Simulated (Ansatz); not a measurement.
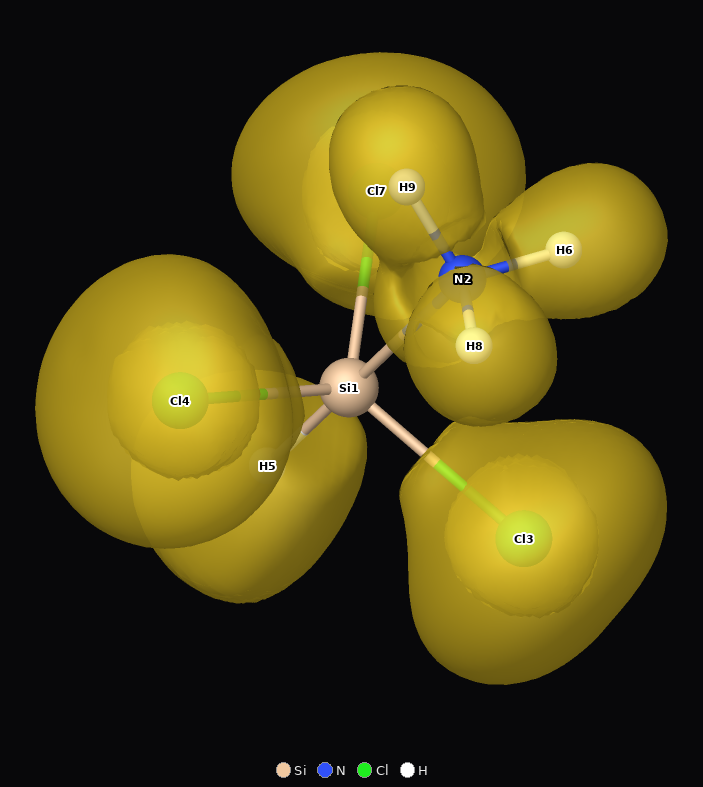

Figure. Cl₃H₄NSi. Isosurface of the ELF at 0.75 (yellow), seen at an oblique angle. Only the valence region is drawn (cores and ρ < 0.01 e/Å³ removed).

The product side of a reaction path; geometry: PBE0-D4/def2-TZVP; a saddle point, not a minimum.

Theory: Ansatz, RKS PBE0-D4/def2-TZVPP.

```xyz
9

Si   -0.9215    0.0644   -0.1045
N     1.1100   -0.0776    0.1259
Cl   -0.5906   -1.0078   -1.8789
Cl   -0.9963   -0.9760    1.7175
H    -2.3860    0.1668   -0.2706
H     1.5791    0.3672   -0.6573
Cl   -0.5746    2.1349   -0.0837
H     1.3863   -1.0540    0.1658
H     1.3937    0.3820    0.9859
```

Question: Identify the bonds, lone pairs and shells in this picture.

Answer: The ELF exceeds this value in one region around a hydrogen nucleus, three regions on Cl in which the atom's valence shell and bonds are merged and one joined region spread over several atoms (H, N), in which their bonds and any lone pairs are merged. Profiles from the grid: Si–N (2.05 Å): the ELF peaks at about 0.95 between the atoms (a shared but strongly polarised pair). Si–Cl (2.10 Å): the ELF peaks at about 0.85 between the atoms (a polar covalent bond).
